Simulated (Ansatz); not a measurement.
**Geometry relaxation, with input and output: SnH5Cl (part 2 of 2)**

Continued. System: SnH5Cl. Method: RKS B3LYP-D4/def2-SVP (Ansatz 0.2.0). The input holds or restrains some coordinates. Forces given for the steps count only the free coordinates. It belongs to a series of runs on one base structure; here: pulled along the bonds that form and break, towards end B.

## Trajectory as extended XYZ (Å, eV, eV/Å), 9 frames, from step=1 to step=9
```
7
Properties=species:S:1:pos:R:3:forces:R:3 step=1 energy=-18430.91994
Sn    0.0000    0.0000    0.0000   -1.3475   0.0000  -1.3719
H     0.0000    0.0000    2.0900   -1.0837   0.0000  -0.1573
H     1.6408    0.0000   -0.5794    0.3262   0.0000   0.7429
H    -0.8195    1.4198   -0.5794    0.8673   0.0346   0.0745
H    -0.8195   -1.4198   -0.5794    0.8673  -0.0346   0.0745
Cl   -2.5717    0.0000    0.8545   -0.2773   0.0000   1.8087
H    -1.0358    0.0000    2.0916    0.6476   0.0000  -1.1713
7
Properties=species:S:1:pos:R:3:forces:R:3 step=2 energy=-18431.35672
Sn   -0.0947    0.0000   -0.1662   -0.9183   0.0000  -0.6875
H    -0.0594    0.0000    2.2757   -0.4527   0.0000   0.2018
H     1.6415    0.0000   -0.5702   -0.2677   0.0000   1.0407
H    -0.8132    1.4273   -0.5828    0.3383   0.9949  -0.6082
H    -0.8132   -1.4273   -0.5828    0.3383  -0.9949  -0.6082
Cl   -2.5886    0.0000    0.7636   -0.0740   0.0000   0.6471
H    -0.8781    0.0000    2.1606    1.0361   0.0000   0.0143
7
Properties=species:S:1:pos:R:3:forces:R:3 step=3 energy=-18431.58754
Sn   -0.2199    0.0000   -0.3146    0.5613   0.0000  -0.0948
H    -0.0616    0.0000    2.4372    3.1122   0.0000   0.8323
H     1.6167    0.0000   -0.5299   -0.9098   0.0000   0.8850
H    -0.8137    1.4742   -0.6158    0.1152   1.4988  -0.9593
H    -0.8137   -1.4742   -0.6158    0.1152  -1.4988  -0.9593
Cl   -2.5702    0.0000    0.6386   -0.2620   0.0000   0.7878
H    -0.7433    0.0000    2.2983   -2.7320   0.0000  -0.4918
7
Properties=species:S:1:pos:R:3:forces:R:3 step=4 energy=-18432.29276
Sn   -0.3184    0.0000   -0.3720   -0.1865   0.0000  -0.3465
H    -0.0056    0.0000    2.5397    3.3437   0.0000   0.8650
H     1.4745    0.0000   -0.3968   -0.5215   0.0000   0.7866
H    -0.7669    1.5956   -0.7562    0.3141   0.1397  -0.7519
H    -0.7669   -1.5956   -0.7562    0.3141  -0.1397  -0.7519
Cl   -2.5453    0.0000    0.6512   -0.1597   0.0000   0.8075
H    -0.6770    0.0000    2.3883   -3.1042   0.0000  -0.6088
7
Properties=species:S:1:pos:R:3:forces:R:3 step=5 energy=-18432.82597
Sn   -0.3999    0.0000   -0.3782   -0.0472   0.0000  -0.4732
H     0.0542    0.0000    2.5423    2.5741   0.0000   0.4974
H     1.3771    0.0000   -0.2280   -0.5639   0.0000   0.7311
H    -0.7200    1.6115   -0.9090    0.1405  -0.2715  -0.5296
H    -0.7200   -1.6115   -0.9090    0.1405   0.2715  -0.5296
Cl   -2.5558    0.0000    0.7392    0.1236   0.0000   0.5443
H    -0.6413    0.0000    2.4405   -2.3675   0.0000  -0.2404
7
Properties=species:S:1:pos:R:3:forces:R:3 step=6 energy=-18433.23047
Sn   -0.4405    0.0000   -0.3991    0.0451   0.0000  -0.3998
H     0.1050    0.0000    2.5033    1.4781   0.0000   0.1624
H     1.2975    0.0000   -0.0537   -0.6100   0.0000   0.5564
H    -0.7080    1.5805   -1.0427    0.0765  -0.3176  -0.3905
H    -0.7080   -1.5805   -1.0427    0.0765   0.3176  -0.3905
Cl   -2.5306    0.0000    0.8108    0.1968   0.0000   0.3412
H    -0.6211    0.0000    2.5219   -1.2631   0.0000   0.1209
7
Properties=species:S:1:pos:R:3:forces:R:3 step=7 energy=-18433.50697
Sn   -0.4669    0.0000   -0.4200   -0.0256   0.0000  -0.2149
H     0.1374    0.0000    2.4671    1.2241   0.0000   0.0676
H     1.2019    0.0000    0.1107   -0.4925   0.0000   0.3758
H    -0.6969    1.5306   -1.1606    0.0276  -0.1746  -0.3050
H    -0.6969   -1.5306   -1.1606    0.0276   0.1746  -0.3050
Cl   -2.5002    0.0000    0.8740    0.2403   0.0000   0.1212
H    -0.5841    0.0000    2.5872   -1.0014   0.0000   0.2602
7
Properties=species:S:1:pos:R:3:forces:R:3 step=8 energy=-18433.66649
Sn   -0.4843    0.0000   -0.4236   -0.1908   0.0000  -0.2818
H     0.1731    0.0000    2.4573    1.6086   0.0000  -0.0364
H     1.0961    0.0000    0.2744   -0.2817   0.0000   0.2160
H    -0.6906    1.4780   -1.2685    0.0308  -0.0979  -0.1525
H    -0.6906   -1.4780   -1.2685    0.0308   0.0979  -0.1525
Cl   -2.4764    0.0000    0.9211    0.2153   0.0000  -0.0178
H    -0.5329    0.0000    2.6056   -1.4129   0.0000   0.4251
7
Properties=species:S:1:pos:R:3:forces:R:3 step=9 energy=-18433.73588
Sn   -0.5183    0.0000   -0.4396   -0.1672   0.0000  -0.2015
H     0.2075    0.0000    2.4233    1.6701   0.0000  -0.1433
H     0.9637    0.0000    0.4240   -0.1092   0.0000   0.0259
H    -0.6606    1.4393   -1.3591   -0.0345  -0.0210  -0.0383
H    -0.6606   -1.4393   -1.3591   -0.0345   0.0210  -0.0383
Cl   -2.4564    0.0000    0.9789    0.1698   0.0000  -0.2250
H    -0.4810    0.0000    2.6294   -1.4945   0.0000   0.6206
```

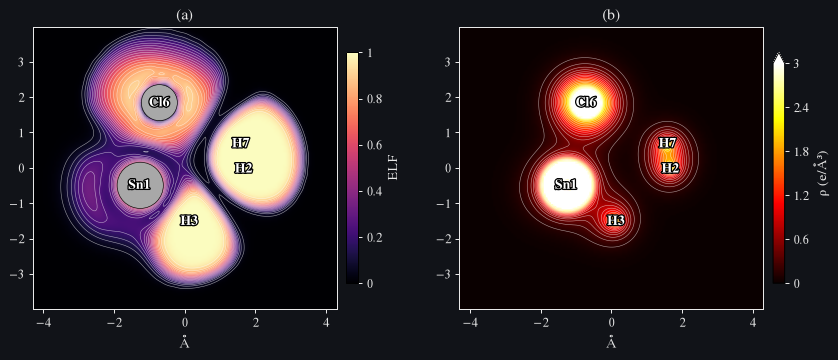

Fig. 1: (a) ELF; (b) electron density on the plane of atoms H3, Sn1 and Cl6. Grey discs, where drawn, cover atomic cores. Atoms in the plane: Sn, H and Cl. Sn–Cl (2.40 Å): ρ is about 0.49 e/Å³ halfway; the ELF peaks at about 0.80 in the valence shell of Cl, 0.8 Å from its nucleus, and drops to about 0.15 between the two atoms. H–H (0.72 Å): ρ is about 1.8 e/Å³ halfway; the ELF peaks at about 1 between the atoms; a covalent bond by its length. Sn–H (1.72 Å): ρ at the midpoint is about 1.1 e/Å³, with its minimum of 0.74 e/Å³ about 1.1 Å from Sn; the ELF climbs to about 1 towards the hydrogen, as it does in any bond to H.

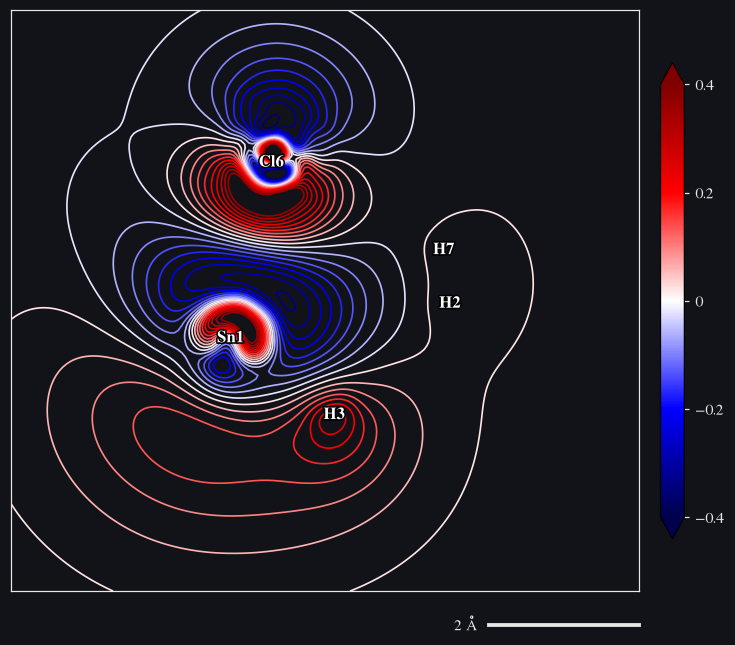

Fig. 2: The LUMO on the plane of atoms H3, Sn1 and Cl6 (values in Å⁻³ᐟ²; the overall sign is arbitrary). By Hirshfeld shares it lies mainly on Sn1 (55 %) and Cl6 (25 %). Its energy is −1.27 eV.

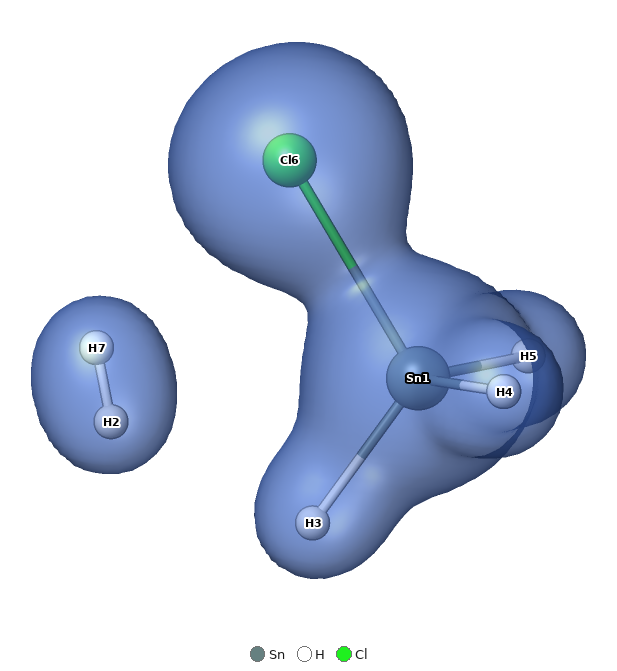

Fig. 3: Isosurface of the electron density at 0.3 e/Å³ (blue), seen face on. At this value the surface falls into two separate pieces. It is pinched off along the Sn···H (2.95 Å) contacts. On the grid the lowest density along these lines, outside the cores, is 0.07 e/Å³ (Sn···H, 2.95 Å), 0.48 e/Å³ (Sn–Cl, 2.40 Å), 1.8 e/Å³ (H–H, 0.72 Å) and 0.73 e/Å³ (Sn–H, 1.71 Å).

This output came from the following input.

## Input
```yaml
crystal:
  periodic: [false, false, false]
  atoms:
    - { symbol: Sn, position_ang: [0.0, 0.0, 0.0] }
    - { symbol: H, position_ang: [0.0, 0.0, 2.09] }
    - { symbol: H, position_ang: [1.6408, 0.0, -0.5794] }
    - { symbol: H, position_ang: [-0.8195, 1.4198, -0.5794] }
    - { symbol: H, position_ang: [-0.8195, -1.4198, -0.5794] }
    - { symbol: Cl, position_ang: [-2.5717, 0.0, 0.8545] }
    - { symbol: H, position_ang: [-1.0358, 0.0, 2.0916] }
basis:
  gaussian: { orbitals: def2-SVP }
hamiltonian:
  xc: b3lyp
  dispersion: d4
relax:
  f_tol: 0.15
  max_steps: 25
  restrain:
    - { distance: [0, 5], at: 2.41, k: 30.0 }
    - { distance: [6, 1], at: 0.66, k: 30.0 }
    - { distance: [0, 1], at: 2.94, k: 30.0 }
    - { distance: [6, 5], at: 2.57, k: 30.0 }
output:
  orbitals: {}
```

Command:
```bash
ansatz run input.yaml --threads 1 --pin off --max-ram 2048MiB --backend cpu --events-out ev --progress --plain --runs-dir out
```

## Summary

```tsv
quantity	value
outcome	converged under the restraints of the input
total energy	−18433.7361 eV
mean-field energy	−18433.5413 eV
largest force (length of the vector) at the end, held atoms and coordinates included	1.676 eV/Å
hardware	1 thread of Arm Neoverse V2, 24 GiB of memory available, shared host
wall time	23 s
peak memory	0.14 GiB
```
